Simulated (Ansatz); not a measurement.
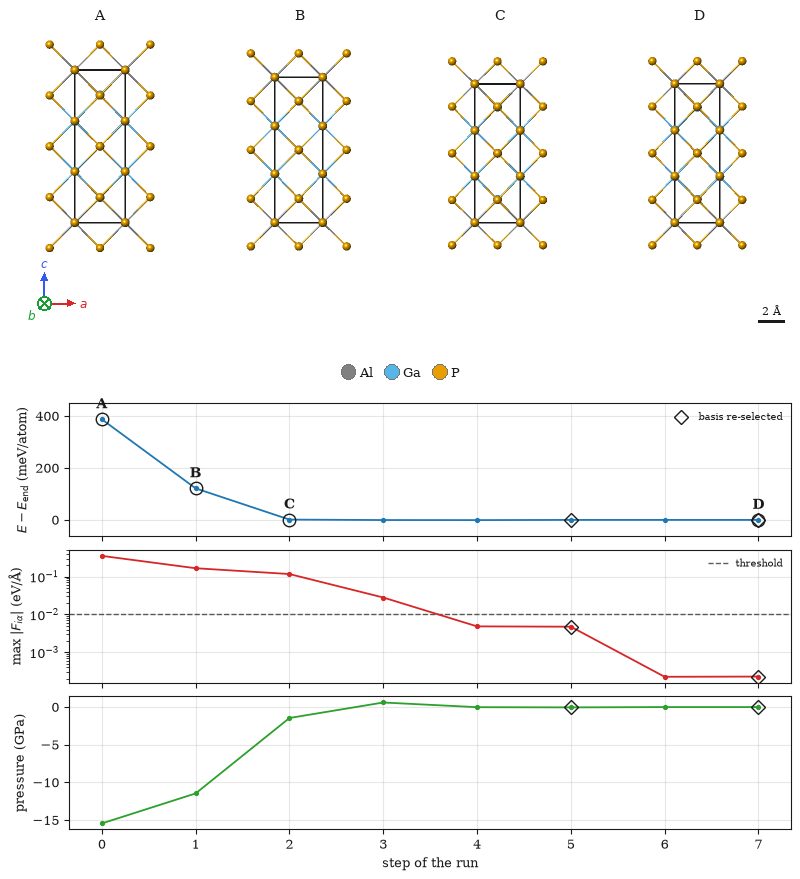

Frames of a relaxation of crystalline AlGa2P3 (built on the NaPr2Se3-71 type type), marked on the history of the run. Style: ball-and-stick. Shown: the conventional cell (2 times the calculation's cell), along the b axis. Lengths and directions refer to the drawn axes.

The calculation used DFT, PBEsol, plane waves, PAW in Ansatz 0.2.0.

Input
```yaml
crystal:
  lattice:
    - [-1.98193118, 2.80651211, 6.00531622]
    - [1.98193118, -2.80651211, 6.00531622]
    - [1.98193118, 2.80651211, -6.00531622]
  atoms:
    - { symbol: Al, position: [0.0, 0.0, 0.0] }
    - { symbol: Ga, position: [0.66414426, 0.66414426, 0.0] }
    - { symbol: Ga, position: [0.33585574, 0.33585574, 0.0] }
    - { symbol: P, position: [0.5, 0.0, 0.5] }
    - { symbol: P, position: [0.16675615, 0.66675615, 0.5] }
    - { symbol: P, position: [0.83324385, 0.33324385, 0.5] }
kpoints:
  mp_grid: { grid: [6, 6, 6] }
hamiltonian:
  xc: pbesol
scf:
  occupations: { method: fermi_dirac, width: 0.03 }
relax:
  f_tol: 0.01
  cell: {}
  max_steps: 120
output:
  write_density: true
  write_potential: true
  elf: true
  volumetric_format: npy
```

Run as
```bash
ansatz run input.yaml --threads 2 --pin off --max-ram 2211MiB --backend cpu --events-out ev --progress --plain --runs-dir out
```

Describe the path.

Answer. The largest moves relative to the cell, 0.042 Å, are those of Ga2 and Ga3. Ga3 goes along −c. Largest moves by element: Ga 0.042 Å, P 0.035 Å. Al stays in place. The drawn cell changes as follows: a 3.964 → 3.539 Å (−10.7 %), b 5.613 → 5.073 Å (−9.6 %), c 12.011 → 10.925 Å (−9.0 %); the volume changes by −26.6 %. Some distances before and after: Al1–P5 2.818 → 2.515 Å, Ga2–P6 2.838 → 2.553 Å, Al1–P4 2.807 → 2.537 Å, Ga2–P5 2.807 → 2.537 Å. Among the angles between lasting bonds that change: Ga2–P4–Ga2 90.3° → 87.9°, Ga2–P4–Ga3 89.7° → 92.1°, P4–Ga3–P4 90.3° → 87.9°. The space group stays Immm (No. 71). Over 5 accepted moves (7 points after the start) the energy falls by 387 meV per atom. Largest force component: 0.35 eV/Å at the start, 0.00023 eV/Å at the end. The pressure goes from −15.43 to 0.00 GPa. The SCF was repeated twice at an unchanged geometry on a basis and grid sized afresh for the cell, which shifted the energy by 0.7 meV per atom at most. From step 0 to 1: P atoms move most (0.03 Å), volume −13.6 %, energy −266 meV per atom. From step 1 to 2: Ga atoms move most (0.02 Å), volume −13.7 %, energy −120 meV per atom. From step 2 to 7: Ga atoms move most (0.02 Å), volume −1.5 %, energy −1.2 meV per atom.
